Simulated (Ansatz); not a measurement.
# BrH$_{4}$Si$_{2}$ (SMILES [SiH3][SiH]Br) (doublet): what the fields show

```yaml
atoms:
  - { symbol: Si, position_ang: [-0.8293, 0.4441, -0.3633] }
  - { symbol: Si, position_ang: [1.2777, -0.5255, -0.0979] }
  - { symbol: Br, position_ang: [1.1296, -2.3074, 1.2305] }
  - { symbol: H, position_ang: [-1.7346, -0.5634, -0.9709] }
  - { symbol: H, position_ang: [-0.6951, 1.6109, -1.2755] }
  - { symbol: H, position_ang: [-1.3927, 0.8956, 0.9378] }
  - { symbol: H, position_ang: [2.3055, 0.3777, 0.4935] }
```

Geometry: PBE0-D4/def2-TZVP.

Level of theory: UKS PBE0-D4/def2-TZVPP (Ansatz).

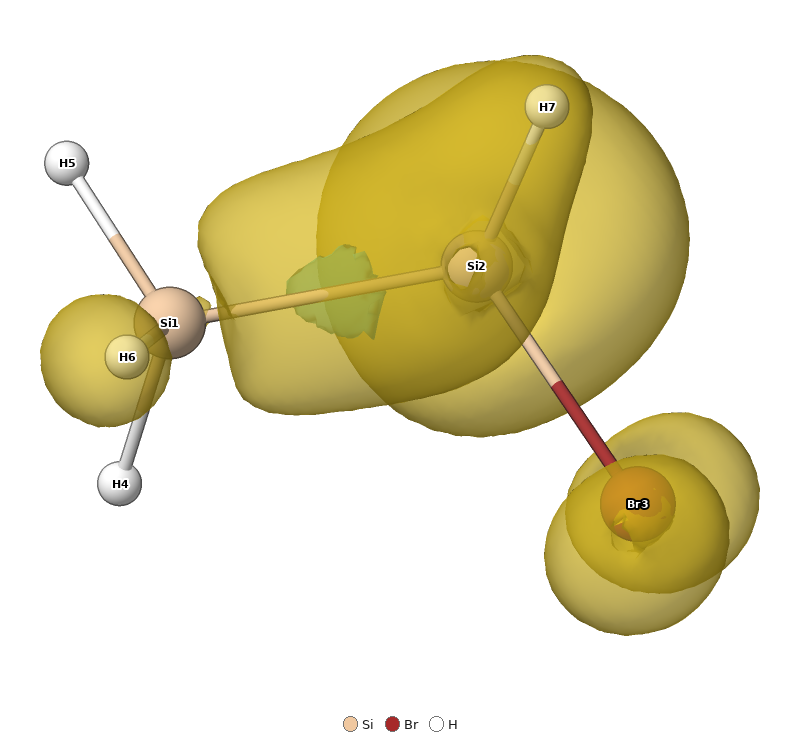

Figure 1. Isosurfaces of the spin density at +0.015 (yellow) and −0.015 e/Å³ (cyan), seen across its widest extent.

Question: Describe the spin distribution.

Answer: The unpaired spin (1 electron) lies mostly on Si2 (about 0.7), Br3 (about 0.1) and Si1 (about 0.1), in electrons by Hirshfeld's partition.

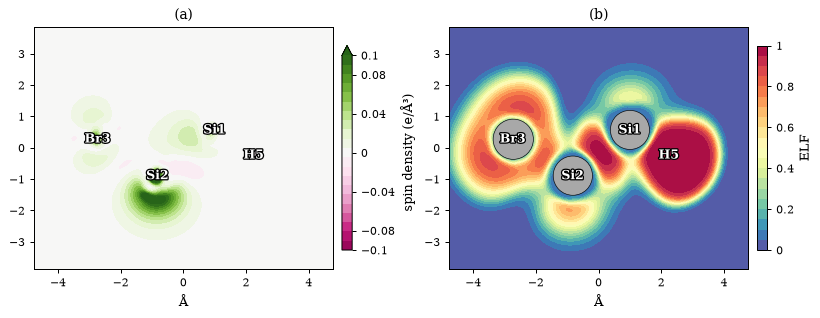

Figure 2. (a) spin density; (b) electron localisation function on the plane of atoms Si1, Si2 and Br3. Grey discs cover the atomic cores in the ELF map.

Question: What do the fields say about this system?

Answer:
- Atoms in the plane: Si, Br and H.
- Si–Br (2.23 Å): the ELF peaks at about 0.85 between the atoms; a shared but strongly polarised pair.
- Si–Si (2.33 Å): the ELF peaks at about 1 between the atoms, as expected for localised, covalent bonding.
- Si–H (1.49 Å): the ELF climbs to about 1 towards the hydrogen, as it does in any bond to H.
- The ELF also peaks beside Br3, away from the bonds: non-bonding electrons, paired or unpaired.

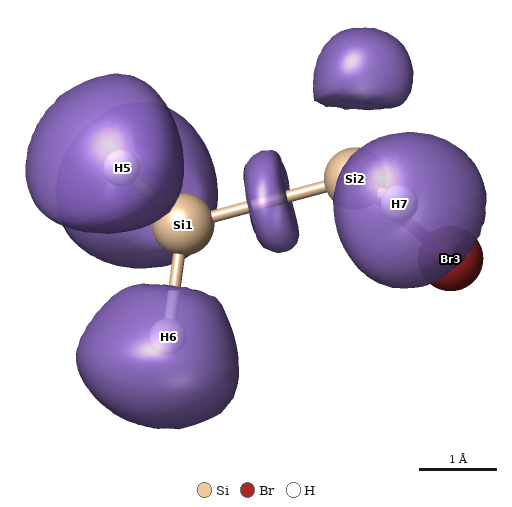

Figure 3. Isosurface of the electron localisation function at 0.9 (purple), seen from one side. Only the valence region is drawn (cores and ρ < 0.01 e/Å³ removed).

Question: What do the ELF domains correspond to?

Answer: At this value the surface marks out one region between bonded Si–Si atoms (shared pairs), four regions around hydrogen nuclei and one lobe on Si, pointing away from the bonds (non-bonding electrons).
